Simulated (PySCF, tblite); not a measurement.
# C₄H₁₄B₂Si: geometry, infrared bands and NMR shifts

What infrared bands and NMR shifts should C₄H₁₄B₂Si (`BBC[SiH2]CCC`) show?

Programs: tblite 0.8.0 and PySCF 2.14.0, with density-fitted response routines of our own. Each step states its level of theory. These are calculated values for one molecule in the gas phase, unless marked as measured. Atoms are numbered from 0 throughout.

## (1) Starting geometry

21 atoms, charge 0, multiplicity 1; geometry from: force field or distance geometry start.

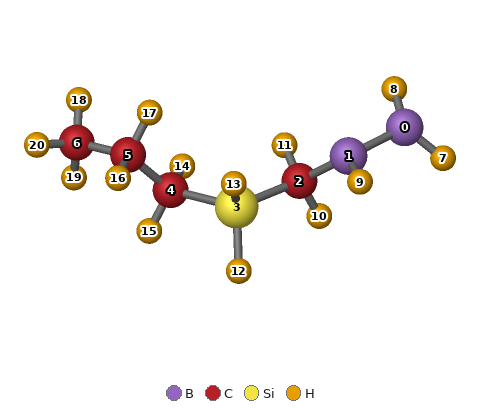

As it starts; boron purple, carbon red, silicon yellow, hydrogen amber, atoms numbered; sticks join atoms by distance.

## (2) Relaxing the molecule with GFN2-xTB

What the job is given:

```
{"job": {"kind": "relax", "xc": "GFN2-xTB", "basis": "xTB"}, "charge": 0, "multiplicity": 1}
B      4.109200     0.996800    -0.699900
B      2.868400     0.618500     0.338900
C      1.738300    -0.333900    -0.262700
Si     0.340000    -0.594500     0.912900
C     -1.244600    -0.681700    -0.057300
C     -2.261300     0.336900     0.425600
C     -3.496600     0.222100    -0.408400
H      5.041800     0.282100    -0.701600
H      3.795600     1.531700    -1.704700
H      3.199400     0.466400     1.497200
H      2.234400    -1.292100    -0.521400
H      1.322300     0.166700    -1.170100
H      0.486600    -1.943900     1.553200
H      0.278100     0.418300     1.975700
H     -1.030300    -0.509100    -1.136500
H     -1.687800    -1.692400     0.061500
H     -2.435000     0.182600     1.505400
H     -1.816300     1.347600     0.213000
H     -3.520200     0.945700    -1.263000
H     -3.529300    -0.820100    -0.795900
H     -4.401600     0.369400     0.237500
```

Run with:

```sh
> OMP_NUM_THREADS=1 python probes_run.py task.json out
```

The driver reads the jobs from task.json and runs them one after another.

Output:

```text
step      E/eV     max force
  0    -539.10821    2.202
  1    -539.38894    1.489
  2    -539.55298    0.681
  3    -539.63593    0.593
  4    -539.69112    0.386
  5    -539.71338    0.360
  6    -539.73240    0.385
  7    -539.74967    0.324
  8    -539.76635    0.312
  9    -539.78193    0.335
 10    -539.79784    0.337
 11    -539.81406    0.361
 12    -539.82921    0.299
 13    -539.84188    0.241
 14    -539.85271    0.256
 15    -539.86297    0.272
 16    -539.87338    0.307
 17    -539.88379    0.237
 18    -539.89286    0.191
 19    -539.89948    0.197
 20    -539.90461    0.172
 21    -539.90977    0.139
 22    -539.91556    0.161
 23    -539.92109    0.178
 24    -539.92510    0.132
 25    -539.92814    0.134
 26    -539.93154    0.159
 27    -539.93614    0.244
 28    -539.94184    0.253
 29    -539.94653    0.195
 30    -539.95078    0.126
 31    -539.95433    0.147
 32    -539.95966    0.183
 33    -539.96285    0.141
 34    -539.96743    0.129
 35    -539.97090    0.128
 36    -539.97588    0.217
 37    -539.98178    0.218
 38    -539.98790    0.136
 39    -539.99218    0.123
 40    -539.99451    0.209
 41    -539.99727    0.169
 42    -539.99933    0.090
 43    -540.00234    0.091
 44    -540.00404    0.126
 45    -540.00748    0.148
 46    -540.00977    0.098
 47    -540.01152    0.077
 48    -540.01295    0.087
 49    -540.01467    0.109
 50    -540.01629    0.103
 51    -540.01757    0.087
 52    -540.01862    0.088
 53    -540.01980    0.127
 54    -540.02145    0.135
 55    -540.02345    0.088
 56    -540.02578    0.115
 57    -540.02888    0.151
 58    -540.03359    0.211
 59    -540.04007    0.247
 60    -540.04761    0.195
 61    -540.05486    0.224
 62    -540.06038    0.183
 63    -540.06600    0.210
 64    -540.06985    0.204
 65    -540.07682    0.176
 66    -540.08051    0.141
 67    -540.08828    0.145
 68    -540.09186    0.166
 69    -540.09917    0.171
 70    -540.10988    0.168
 71    -540.12049    0.182
 72    -540.12726    0.168
 73    -540.13312    0.151
 74    -540.13883    0.176
 75    -540.13897    0.233
 76    -540.14842    0.218
 77    -540.15320    0.155
 78    -540.16008    0.143
 79    -540.16744    0.124
 80    -540.17307    0.167
 81    -540.17699    0.143
 82    -540.18024    0.144
 83    -540.18559    0.145
 84    -540.19076    0.164
 85    -540.19502    0.157
 86    -540.19871    0.146
 87    -540.20222    0.117
 88    -540.20560    0.133
 89    -540.20895    0.118
 90    -540.21092    0.107
 91    -540.21219    0.071
 92    -540.21297    0.058
 93    -540.21384    0.059
 94    -540.21438    0.050
 95    -540.21476    0.044
 96    -540.21504    0.033
 97    -540.21529    0.030
 98    -540.21550    0.033
 99    -540.21573    0.036
100    -540.21600    0.032
101    -540.21630    0.040
102    -540.21661    0.044
103    -540.21692    0.038
104    -540.21722    0.038
105    -540.21750    0.035
106    -540.21776    0.032
107    -540.21798    0.034
108    -540.21818    0.031
109    -540.21834    0.022
110    -540.21845    0.020
111    -540.21852    0.023
112    -540.21859    0.027
113    -540.21871    0.032
114    -540.21892    0.035
115    -540.21920    0.038
116    -540.21949    0.037
117    -540.21975    0.030
118    -540.22000    0.032
119    -540.22024    0.029
120    -540.22048    0.032
121    -540.22070    0.028
122    -540.22088    0.036
123    -540.22104    0.035
124    -540.22116    0.021
125    -540.22125    0.024
126    -540.22134    0.023
127    -540.22145    0.034
128    -540.22160    0.035
129    -540.22178    0.027
130    -540.22195    0.028
131    -540.22212    0.030
132    -540.22232    0.038
133    -540.22261    0.045
134    -540.22300    0.051
135    -540.22352    0.070
136    -540.22414    0.075
137    -540.22480    0.061
138    -540.22538    0.044
139    -540.22577    0.036
140    -540.22602    0.035
141    -540.22621    0.029
142    -540.22633    0.028
143    -540.22644    0.021
144    -540.22652    0.018
145    -540.22661    0.026
146    -540.22669    0.028
147    -540.22677    0.020
148    -540.22684    0.018
149    -540.22691    0.020
150    -540.22699    0.023
151    -540.22705    0.021
152    -540.22711    0.015
153    -540.22716    0.015
154    -540.22721    0.017
155    -540.22728    0.017
156    -540.22738    0.018
157    -540.22750    0.023
158    -540.22763    0.025
159    -540.22774    0.025
160    -540.22784    0.021
161    -540.22796    0.024
162    -540.22809    0.026
163    -540.22823    0.026
164    -540.22835    0.026
165    -540.22849    0.028
166    -540.22865    0.033
167    -540.22888    0.039
168    -540.22910    0.041
169    -540.22927    0.036
170    -540.22942    0.026
171    -540.22955    0.025
172    -540.22966    0.019
173    -540.22975    0.022
174    -540.22983    0.022
175    -540.22993    0.021
176    -540.23005    0.025
177    -540.23014    0.023
178    -540.23021    0.017
179    -540.23028    0.021
180    -540.23036    0.020
181    -540.23044    0.020
182    -540.23049    0.019
183    -540.23053    0.013
184    -540.23057    0.010
185    -540.23060    0.011
186    -540.23061    0.010
187    -540.23062    0.007
```

It took 2.4 s on 1 thread of Arm Neoverse N1, shared host.

Along the way: (not every step is listed)

```tsv
step	energy from step 0 (eV)	largest force (eV/Å)
0	0.0000	2.2024
1	-0.2807	1.4894
2	-0.4448	0.6813
3	-0.5277	0.5933
4	-0.5829	0.3856
5	-0.6052	0.3603
6	-0.6242	0.3846
7	-0.6415	0.3237
8	-0.6581	0.3118
25	-0.8199	0.1343
42	-0.8911	0.0902
59	-0.9319	0.2472
76	-1.0402	0.2183
93	-1.1056	0.0591
110	-1.1102	0.0197
127	-1.1132	0.0335
144	-1.1183	0.0184
161	-1.1198	0.0236
178	-1.1220	0.0169
182	-1.1223	0.0186
183	-1.1223	0.0129
184	-1.1224	0.0099
185	-1.1224	0.0107
186	-1.1224	0.0103
187	-1.1224	0.0067
```

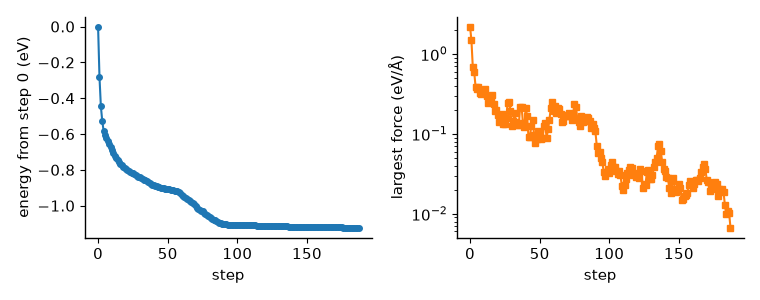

Energy and force, step by step.

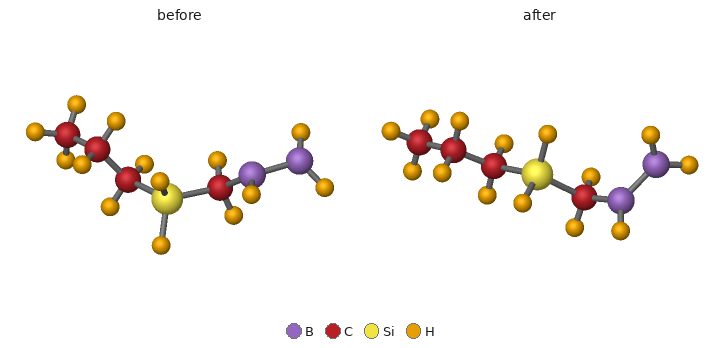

The geometry before (left) and after (right).

Close pairs (by a distance rule), those that changed most:

```tsv
bond	before (Å)	after (Å)	change (Å)
C2–Si3	1.845	1.911	+0.066
Si3–C4	1.860	1.905	+0.045
B0–B1	1.662	1.625	-0.037
B1–H9	1.214	1.180	-0.034
C6–H20	1.122	1.088	-0.034
B1–C2	1.596	1.562	-0.033
C5–H17	1.125	1.092	-0.033
C6–H18	1.120	1.088	-0.032
```

The final coordinates are the input of the step that follows.

## (3) Harmonic vibrations with GFN2-xTB

What the job is given:

```
{"job": {"kind": "ir", "xc": "GFN2-xTB", "basis": "xTB"}, "charge": 0, "multiplicity": 1}
B      4.080471     0.960274    -0.327501
B      3.219809    -0.299880     0.231772
C      1.865586    -0.754726    -0.400905
Si     0.466300     0.103626     0.577922
C     -1.183226    -0.328704    -0.270853
C     -2.393182     0.235171     0.465845
C     -3.699476    -0.084749    -0.252768
H      4.975272     0.850510    -1.080901
H      3.858723     2.066024     0.002545
H      3.558511    -0.910918     1.182393
H      1.694924    -1.828556    -0.323349
H      1.748418    -0.479677    -1.449117
H      0.438133    -0.363948     1.972701
H      0.636493     1.564559     0.585085
H     -1.186925     0.056981    -1.292931
H     -1.298129    -1.411813    -0.352826
H     -2.425264    -0.177102     1.476151
H     -2.287725     1.317722     0.560165
H     -3.696240     0.341251    -1.254207
H     -3.832149    -1.161321    -0.340772
H     -4.549242     0.322220     0.291080
```

Output:

```text
mode    cm-1     km/mol
  1      30.2      0.05
  2      48.1      0.05
  3      75.6      0.12
  4      96.6      0.25
  5     101.9      0.23
  6     177.6      0.58
  7     199.9      0.61
  8     235.3      0.10
  9     243.3      2.55
 10     311.4      0.08
 11     356.0      3.16
 12     436.6     34.38
 13     462.6     15.40
 14     575.2      0.13
 15     688.5     40.73
 16     712.8     79.30
 17     722.3    143.62
 18     732.7    116.85
 19     755.2     18.03
 20     765.7     49.42
 21     781.5    105.19
 22     793.7    285.46
 23     837.6      5.29
 24     853.0     18.03
 25     940.7     65.50
 26     954.5      4.70
 27    1010.8     23.53
 28    1029.1    127.95
 29    1077.6     12.02
 30    1095.3     86.17
 31    1119.3     22.82
 32    1135.2     42.51
 33    1183.2      6.46
 34    1230.2      0.59
 35    1250.3      5.97
 36    1285.5      0.04
 37    1353.1     10.60
 38    1414.5      1.10
 39    1470.4      1.88
 40    1481.9      0.56
 41    1502.7      0.79
 42    1504.6      3.07
 43    1507.9      0.71
 44    2194.1    438.07
 45    2209.4    161.04
 46    2549.5    155.33
 47    2597.3    105.73
 48    2606.9    147.36
 49    2954.1     11.75
 50    2970.5      0.72
 51    2971.2     36.10
 52    2972.8    117.08
 53    2981.1     28.47
 54    2986.8     49.52
 55    3025.2     61.14
 56    3027.4     61.84
 57    3032.7     35.16
```

It took 1.4 s on 1 thread of Arm Neoverse N1, shared host.

The strongest bands and the atoms that carry them (share of the mass-weighted mode):

```tsv
cm⁻¹	km/mol	atoms
722	143.6	H12 26 %
794	285.5	H13 25 %, H12 25 %, H9 11 %, B1 10 %
1029	128.0	C2 30 %, H10 26 %, B1 22 %
2194	438.1	H12 61 %, H13 35 %
2209	161.0	H13 62 %, H12 36 %
2550	155.3	H9 92 %
2607	147.4	H7 62 %, H8 27 %, B0 10 %
2973	117.1	H17 24 %, H16 23 %, H15 21 %, H11 13 %
```

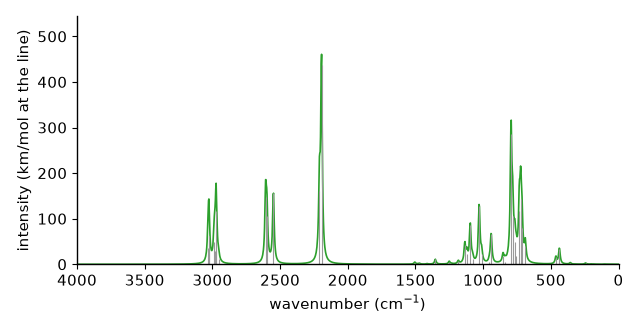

The infrared spectrum from these modes, unscaled. Lines are broadened to a width of 14 cm⁻¹ (Lorentzian).

## (4) NMR shieldings: PBE0/pcSseg-1

Same as in step 3 but for these lines:

```diff
@@ -1,2 +1,2 @@
-{"job": {"kind": "ir", "xc": "GFN2-xTB", "basis": "xTB"}, "charge": 0, "multiplicity": 1}
+{"job": {"kind": "nmr", "xc": "PBE0", "basis": "pcSseg-1"}, "charge": 0, "multiplicity": 1}
 B      4.080471     0.960274    -0.327501
```

Level: GIAO PBE0/pcSseg-1 NMR shielding, non-relativistic, gas phase.

Output:

```text
coarse grid: 16824 points
cycle   1  E = -499.4623408187  dE =  2.262e-01  |g| = 4.743e-01  |ddm| = 3.841e+00
cycle   2  E = -499.4513450201  dE =  1.100e-02  |g| = 5.256e-01  |ddm| = 8.726e-01
cycle   3  E = -499.5250021909  dE = -7.366e-02  |g| = 4.190e-02  |ddm| = 4.855e-01
cycle   4  E = -499.5254566109  dE = -4.544e-04  |g| = 1.673e-02  |ddm| = 7.163e-02
cycle   5  E = -499.5255416309  dE = -8.502e-05  |g| = 4.306e-03  |ddm| = 2.252e-02
cycle   6  E = -499.5255462509  dE = -4.620e-06  |g| = 9.185e-04  |ddm| = 4.407e-03
final grid: 154384 points
cycle   7  E = -499.5646721460  dE = -4.524e-05  |g| = 8.568e-03  |ddm| = 2.791e-02
cycle   8  E = -499.5646661698  dE =  5.976e-06  |g| = 9.916e-03  |ddm| = 1.623e-02
cycle   9  E = -499.5646920276  dE = -2.586e-05  |g| = 5.969e-04  |ddm| = 8.477e-03
cycle  10  E = -499.5646921277  dE = -1.001e-07  |g| = 1.459e-04  |ddm| = 8.068e-04
cycle  11  E = -499.5646921333  dE = -5.635e-09  |g| = 5.341e-05  |ddm| = 1.883e-04
cycle  12  E = -499.5646921340  dE = -7.110e-10  |g| = 1.147e-05  |ddm| = 5.921e-05
converged SCF energy = -499.5646921340

GIAO shielding tensors (ppm)
atom      isotropic    diamagn.    paramagn.     s11        s22        s33       span
  0 B       -5.748     195.319    -201.067   -134.016    -21.596    138.366    272.382
  1 B        3.233     192.270    -189.037   -102.692    -12.435    124.826    227.518
  2 C      163.416     258.005     -94.589    119.336    167.397    203.516     84.180
  3 Si     394.658     883.676    -489.018    367.163    385.286    431.524     64.361
  4 C      166.241     256.734     -90.493    151.180    158.158    189.385     38.205
  5 C      163.756     247.820     -84.064    155.367    162.578    173.322     17.954
  6 C      165.649     244.301     -78.652    150.935    158.384    187.628     36.693
  7 H       21.637      28.912      -7.275      9.581     25.292     30.037     20.456
  8 H       21.731      28.769      -7.038      8.691     26.246     30.257     21.566
  9 H       22.423      28.682      -6.259     12.530     25.272     29.469     16.939
 10 H       29.924      33.130      -3.205     26.287     27.808     35.678      9.391
 11 H       29.773      34.591      -4.818     26.511     28.450     34.358      7.847
 12 H       27.565      32.137      -4.572     24.111     26.528     32.056      7.945
 13 H       27.647      32.533      -4.886     23.876     26.476     32.589      8.713
 14 H       30.947      35.851      -4.904     26.435     31.029     35.378      8.943
 15 H       30.907      35.469      -4.563     26.356     30.940     35.424      9.068
 16 H       30.349      31.921      -1.571     24.930     30.465     35.653     10.723
 17 H       30.383      32.259      -1.877     24.858     30.642     35.648     10.791
 18 H       30.725      28.699       2.026     26.825     28.966     36.384      9.559
 19 H       30.698      28.434       2.264     26.807     28.936     36.352      9.546
 20 H       30.309      26.255       4.055     25.556     27.473     37.900     12.345
```

Wall time 57 s (1 thread of Arm Neoverse N1, shared host); peak memory 0.86 GiB.

Shifts follow as δ = σ(reference) − σ, with reference shieldings (ppm) from runs at the same level and on the same kind of geometry: ¹H TMS 31.72, ¹³C TMS 186.9, ²⁹Si TMS 349.2, ¹¹B BF3·OEt2 100.1. The references are single molecules in the gas phase. Atoms listed in one row are averaged.

```tsv
atoms	environment	σ (ppm)	δ (ppm)	δ scaled to CDCl3
C2	sp3 CH2 bonded to B and Si	163.4	23.5	21.0
C5	sp3 CH2	163.8	23.2	20.7
C6	methyl carbon	165.6	21.3	18.9
C4	sp3 CH2 bonded to Si	166.2	20.7	18.3
H7, H8	hydrogen on a boron bonded to B	21.68	10.03	–
H9	hydrogen on a boron bonded to C, B	22.42	9.29	–
H12, H13	hydrogen on a silicon bonded to 2 C	27.61	4.11	–
H10, H11	hydrogen on an sp3 CH2 bonded to B and Si	29.85	1.87	1.87
H16, H17	hydrogen on an sp3 CH2	30.37	1.35	1.38
H18, H19, H20	hydrogen on a methyl carbon	30.58	1.14	1.18
H14, H15	hydrogen on an sp3 CH2 bonded to Si	30.93	0.79	0.85
B0	boron bonded to B, 2 H	-5.7	105.8	–
B1	boron bonded to C, B, H	3.2	96.8	–
Si3	silicon bonded to 2 C, 2 H	394.7	-45.5	–
```

The scaled column applies a straight-line fit of computed shieldings to shifts measured in CDCl3 (root-mean-square error 0.16 ppm for H, 1.9 ppm for C).

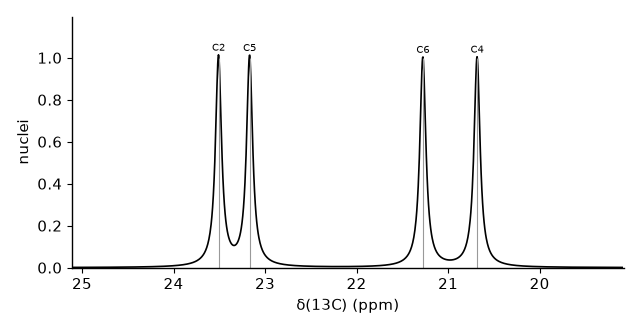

¹³C lines at the computed shifts, without couplings. Lines are broadened to a width of 0.08 ppm (Lorentzian).

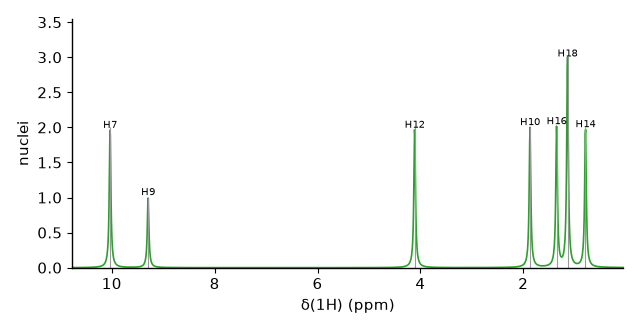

¹H lines at the computed shifts, without couplings. Lines are broadened to a width of 0.04 ppm (Lorentzian).

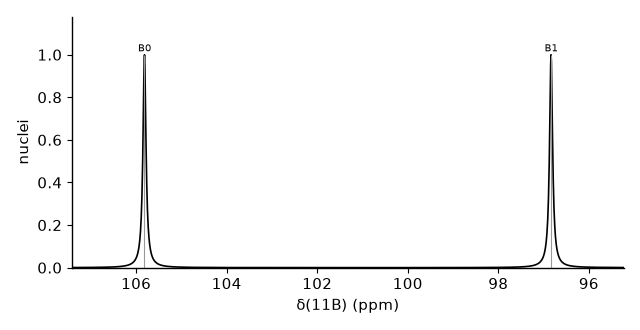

¹¹B lines at the computed shifts, without couplings. Lines are broadened to a width of 0.08 ppm (Lorentzian).

Charges from the same density, by scheme (e):

```tsv
atoms	Mulliken	IAO	Hirshfeld	ESP fit
B0	-0.04	-0.08	0.09	0.27
B1	0.06	0.01	0.08	0.02
C2	-0.72	-0.64	-0.22	-0.28
Si3	0.64	0.78	0.36	0.46
C4	-0.54	-0.53	-0.15	-0.34
C5	-0.29	-0.24	-0.07	0.40
C6	-0.26	-0.41	-0.12	-0.40
```

Mulliken charges:

B0 -0.04; B1 0.06; C2 -0.72; Si3 0.64; C4 -0.54; C5 -0.29; C6 -0.26; H7 0.03; H8 0.03; H9 0.06; H10 0.16; H11 0.15; H12 -0.07; H13 -0.07; H14 0.14; H15 0.14; H16 0.12; H17 0.12; H18 0.11; H19 0.11; H20 0.11

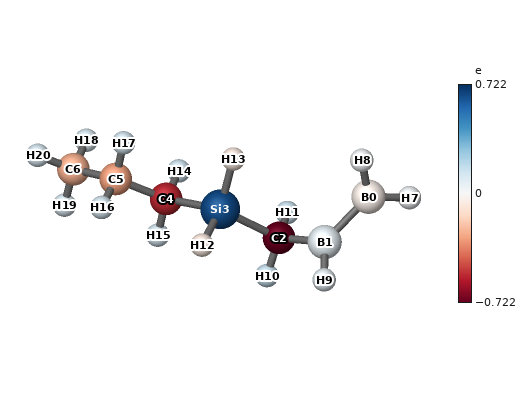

Mulliken charges, as colours on the atoms.

Mayer bond orders: B0–B1 1.09, B1–C2 1.03, C2–Si3 0.87, Si3–C4 0.91, C4–C5 1.03, C5–C6 1.06.

## (5) Outcome

| quantity | value |
| --- | --- |
| strongest single infrared mode (GFN2-xTB) | 2194 cm⁻¹, 438 km/mol |
| zero-point energy (GFN2-xTB) | 105.2 kcal/mol |
| ¹³C shifts against TMS (PBE0/pcSseg-1) | 23.5, 23.2, 21.3, 20.7 ppm |
| ¹H shifts against TMS (PBE0/pcSseg-1, means over atoms taken as alike) | 10.03, 9.29, 4.11, 1.87, 1.35, 1.14, 0.79 ppm |
| ¹¹B shifts against BF3·OEt2 (PBE0/pcSseg-1) | 105.8, 96.8 ppm |
| ²⁹Si shifts against TMS (PBE0/pcSseg-1) | -45.5 ppm |

The optimisation took 187 steps and gained 1.122 eV; among the close pairs (by a distance rule), C2–Si3 changed most, from 1.845 to 1.911 Å. No mode is imaginary among the 57: a minimum at this level. The strongest single mode, at 2194 cm⁻¹, moves mainly H12 and H13. Unscaled tight-binding wavenumbers are off by several per cent, some by more. Its intensities can rank the bands wrongly. At PBE0/pcSseg-1: The widest tensor belongs to B0: span 272 ppm, with a paramagnetic part of -201 ppm.
